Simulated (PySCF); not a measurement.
# CH6AlOSi (SMILES [CH3][Al][O][SiH3]) at UB3LYP/cc-pVDZ

Aim: the vertical ionisation energy of CH6AlOSi at UB3LYP/cc-pVDZ, from 2 runs. The job is set up through a Python script.

Program for the calculation: PySCF 2.14.0.

## (1) Starting point

CH6AlOSi has 10 atoms, charge 0, and is taken as a doublet. SMILES: `[CH3][Al][O][SiH3]`. The shape is that of a PBE0-D4/def2-TZVP optimisation. This is one conformer, not always the lowest.

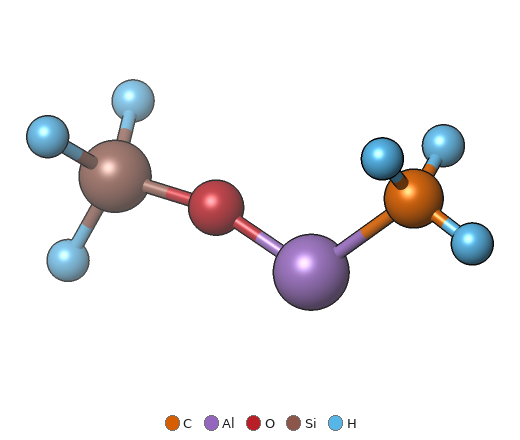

Viewed from a chosen angle; carbon orange, aluminium purple, oxygen red, silicon brown, hydrogen blue.

## (2) A single-point energy at UB3LYP/cc-pVDZ

Input file calc.py:

```python
from pyscf import gto, dft

mol = gto.M(
    atom='''
C      0.460715     3.745059    -2.534879
Al     2.053187     0.568052    -1.447719
O      0.366985    -1.248542     0.584114
Si    -0.544052    -3.513757     2.445306
H     -1.324698     3.310422    -3.485600
H      0.027968     4.887021    -0.864928
H      1.643684     4.849037    -3.811389
H      1.297864    -5.640077     2.426030
H     -3.044349    -4.493391     1.615149
H     -0.780457    -2.560579     5.079395
''',
    verbose=3,
    max_memory=1860,
    unit='bohr',
    basis='cc-pvdz',
    spin=1,
)

mf = dft.UKS(mol, xc='b3lyp')
mf.grids.level = 7
mf.conv_tol = 1e-10
mf.kernel()
if not mf.converged:
    mf = mf.newton().run(mf.mo_coeff, mf.mo_occ)

energy = mf.e_tot
print(f'total energy: {energy:.8f} hartree')
```

Run with:

```bash
$ OMP_NUM_THREADS=1 python calc.py
```

Output:

```text
converged SCF energy = -648.945853451442  <S^2> = 0.75236691  2S+1 = 2.0023655
total energy: -648.94585345 hartree
```

It took 1.7 min on 1 thread of Arm Neoverse V1, shared host; peak memory 0.52 GiB.

## (3) The singlet cation, same level

Input file input.py:

```python
from pyscf import gto, dft

mol = gto.M(
    atom='''
C        0.243800       1.981800      -1.341400
Al       1.086500       0.300600      -0.766100
O        0.194200      -0.660700       0.309100
Si      -0.287900      -1.859400       1.294000
H       -0.701000       1.751800      -1.844500
H        0.014800       2.586100      -0.457700
H        0.869800       2.566000      -2.016900
H        0.686800      -2.984600       1.283800
H       -1.611000      -2.377800       0.854700
H       -0.413000      -1.355000       2.687900
''',
    max_memory=1860,
    verbose=4,
    spin=0,
    basis='cc-pvdz',
    charge=1,
)

mf = dft.RKS(mol, xc='b3lyp')
mf.grids.level = 7
mf.conv_tol = 1e-10
mf.kernel()
if not mf.converged:
    mf = mf.newton().run(mf.mo_coeff, mf.mo_occ)

e_final = mf.e_tot
print('Final energy', e_final)
```

Run with:

```bash
$ OMP_NUM_THREADS=1 python input.py
```

Output:

```text
PySCF version 2.14.0

[INPUT] num. atoms = 10
[INPUT] num. electrons = 46
[INPUT] charge = 1
[INPUT] spin (= nelec alpha-beta = 2S) = 0
[INPUT] symmetry False subgroup None
[INPUT] Mole.unit = angstrom
[INPUT] Symbol           X                Y                Z      unit          X                Y                Z       unit  Magmom
[INPUT]  1 C      0.243800000000   1.981800000000  -1.341400000000 AA    0.460715229169   3.745059233663  -2.534878623492 Bohr   0.0
[INPUT]  2 Al     1.086500000000   0.300600000000  -0.766100000000 AA    2.053187434340   0.568051673044  -1.447719184029 Bohr   0.0
[INPUT]  3 O      0.194200000000  -0.660700000000   0.309100000000 AA    0.366984813391  -1.248542050500   0.584114345103 Bohr   0.0
[INPUT]  4 Si    -0.287900000000  -1.859400000000   1.294000000000 AA   -0.544052151262  -3.513756756016   2.445305605187 Bohr   0.0
[INPUT]  5 H     -0.701000000000   1.751800000000  -1.844500000000 AA   -1.324698013320   3.310422225013  -3.485599836760 Bohr   0.0
[INPUT]  6 H      0.014800000000   2.586100000000  -0.457700000000 AA    0.027967946644   4.887020730738  -0.864927647213 Bohr   0.0
[INPUT]  7 H      0.869800000000   2.566000000000  -2.016900000000 AA    1.643683783147   4.849037235634  -3.811388620635 Bohr   0.0
[INPUT]  8 H      0.686800000000  -2.984600000000   1.283800000000 AA    1.297863902351  -5.640076591377   2.426030398717 Bohr   0.0
[INPUT]  9 H     -1.611000000000  -2.377800000000   0.854700000000 AA   -3.044348786674  -4.493390778991   1.615148918666 Bohr   0.0
[INPUT] 10 H     -0.413000000000  -1.355000000000   2.687900000000 AA   -0.780456889445  -2.560578898786   5.079394850218 Bohr   0.0

nuclear repulsion = 190.782871599812
number of shells = 38
number of NR pGTOs = 176
number of NR cGTOs = 94
basis = cc-pvdz
ecp = {}

******** <class 'pyscf.dft.rks.RKS'> ********
method = RKS
initial guess = minao
damping factor = 0
level_shift factor = 0
DIIS = <class 'pyscf.scf.diis.CDIIS'>
diis_start_cycle = 1
diis_space = 8
diis_damp = 0
SCF conv_tol = 1e-10
SCF conv_tol_grad = None
SCF max_cycles = 50
direct_scf = True
direct_scf_tol = 1e-13
XC library pyscf.dft.libxc version 7.0.0
    S. Lehtola, C. Steigemann, M. J.T. Oliveira, and M. A.L. Marques.,  SoftwareX 7, 1–5 (2018)
XC functionals = b3lyp
    P. J. Stephens, F. J. Devlin, C. F. Chabalowski, and M. J. Frisch.,  J. Phys. Chem. 98, 11623 (1994)
radial grids:
    Treutler-Ahlrichs [JCP 102, 346 (1995); DOI:10.1063/1.469408] (M4) radial grids

becke partition: Becke, JCP 88, 2547 (1988); DOI:10.1063/1.454033
pruning grids: <function nwchem_prune>
grids dens level: 7
symmetrized grids: False
atomic radii adjust function: <function treutler_atomic_radii_adjust>
small_rho_cutoff = 0
Set gradient conv threshold to 1e-05
Initial guess from minao.
tot grids = 647184
init E= -648.983072276606
  HOMO = -0.358522606439655  LUMO = -0.16440498786694  gap/eV = 5.28221
cycle= 1 E= -648.48841365748  delta_E= 0.495  |g|= 0.886  |ddm|= 2.53
  HOMO = -0.372987646461987  LUMO = -0.314704769991487  gap/eV = 1.58596
cycle= 2 E= -646.724839349519  delta_E= 1.76  |g|= 2.67  |ddm|= 2.25
  HOMO = -0.493953909711822  LUMO = -0.344942692272749  gap/eV = 4.05480
cycle= 3 E= -648.633185980588  delta_E= -1.91  |g|= 0.34  |ddm|= 1.86
  HOMO = -0.460465850063678  LUMO = -0.354542304856751  gap/eV = 2.88233
cycle= 4 E= -648.656724252498  delta_E= -0.0235  |g|= 0.235  |ddm|= 0.505
  HOMO = -0.457615989799767  LUMO = -0.353957740988616  gap/eV = 2.82068
cycle= 5 E= -648.672498164486  delta_E= -0.0158  |g|= 0.0378  |ddm|= 0.199
  HOMO = -0.462833175312958  LUMO = -0.352709491605814  gap/eV = 2.99662
cycle= 6 E= -648.672948042365  delta_E= -0.00045  |g|= 0.00967  |ddm|= 0.039
  HOMO = -0.463113247718818  LUMO = -0.352007119154138  gap/eV = 3.02335
cycle= 7 E= -648.672968905167  delta_E= -2.09e-05  |g|= 0.00162  |ddm|= 0.00719
  HOMO = -0.463288723604081  LUMO = -0.351767298508709  gap/eV = 3.03465
cycle= 8 E= -648.672969589325  delta_E= -6.84e-07  |g|= 0.000364  |ddm|= 0.00159
  HOMO = -0.463283275736942  LUMO = -0.351803101015099  gap/eV = 3.03353
cycle= 9 E= -648.672969623726  delta_E= -3.44e-08  |g|= 3.28e-05  |ddm|= 0.000332
  HOMO = -0.463282741759895  LUMO = -0.351796246661393  gap/eV = 3.03370
cycle= 10 E= -648.672969624158  delta_E= -4.32e-10  |g|= 8.59e-06  |ddm|= 5.29e-05
  HOMO = -0.46328344138385  LUMO = -0.35179728798426  gap/eV = 3.03369
cycle= 11 E= -648.672969624185  delta_E= -2.68e-11  |g|= 1.85e-06  |ddm|= 1e-05
  HOMO = -0.463283028278875  LUMO = -0.351797278620877  gap/eV = 3.03368
Extra cycle  E= -648.672969624182  delta_E= 2.96e-12  |g|= 3.64e-06  |ddm|= 4.18e-06
converged SCF energy = -648.672969624182
Final energy -648.6729696241821
```

Wall time 53 s (1 thread of Arm Neoverse V1, shared host); peak memory 0.5 GiB.

## (4) Results

Level: UB3LYP/cc-pVDZ.

| quantity | value |
| --- | --- |
| doublet CH6AlOSi: total energy | -648.94585 Eh |
| doublet CH6AlOSi: dipole moment | 1.07 D |
| doublet CH6AlOSi: HOMO energy (highest over α and β) | -5.13 eV |
| doublet CH6AlOSi: LUMO energy (lowest over α and β) | -2.41 eV |
| doublet CH6AlOSi: ⟨S²⟩ | 0.752 |
| singlet cation: total energy | -648.67297 Eh |
| singlet cation: HOMO energy | -12.61 eV |
| singlet cation: LUMO energy | -9.57 eV |
| singlet cation: HOMO–LUMO gap | 3.03 eV |
| vertical ionisation energy (to the singlet cation) | 7.426 eV |

What this shows: The vertical ionisation energy comes to 7.43 eV (716 kJ/mol). Only the singlet of the ionised species was computed; a triplet could lie lower.
